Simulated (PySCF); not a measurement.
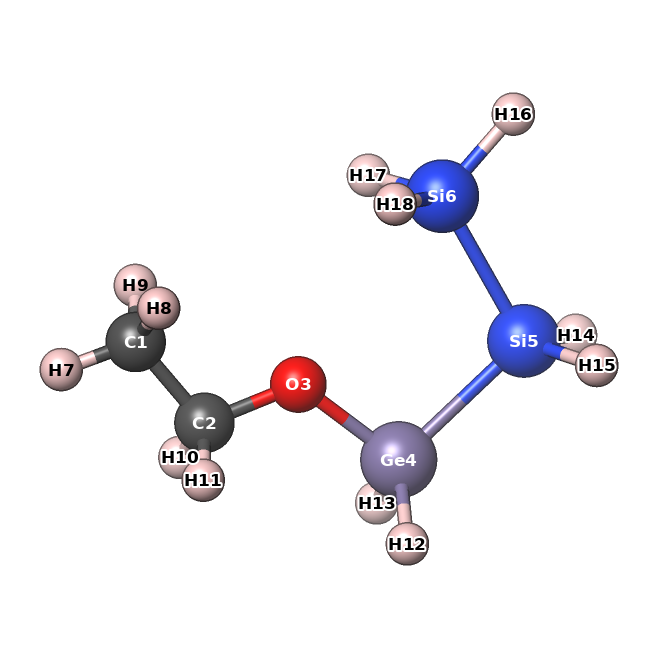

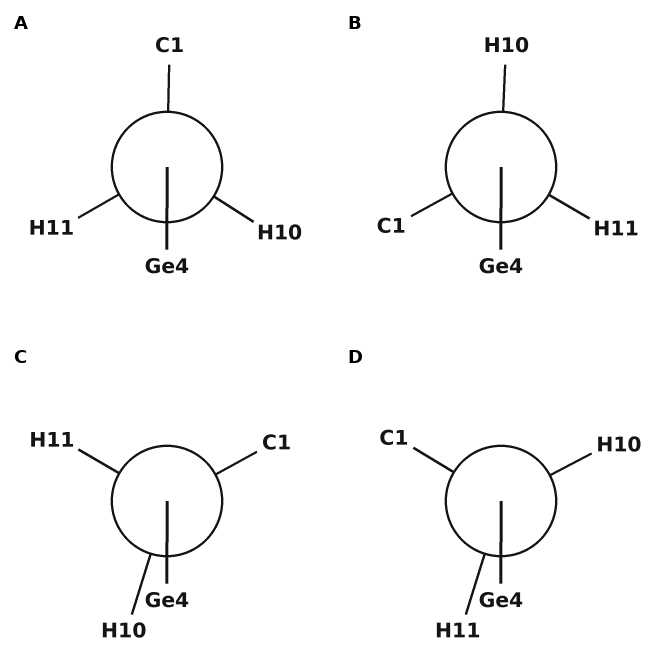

Depth is shown by fading: the farther an atom, the more it takes the colour of the background. Bonds that would overlap in a projection are set slightly apart. The computed structure is the end point of a PBE0-D3(BJ)/def2-SVP optimisation. No frequency run is at hand to confirm it as a minimum.

Which Newman projection shows the view along O3–C2, with O3 in front?

Answer. A. The torsion angle Ge4–O3–C2–C1 is −179°, antiperiplanar (anti).
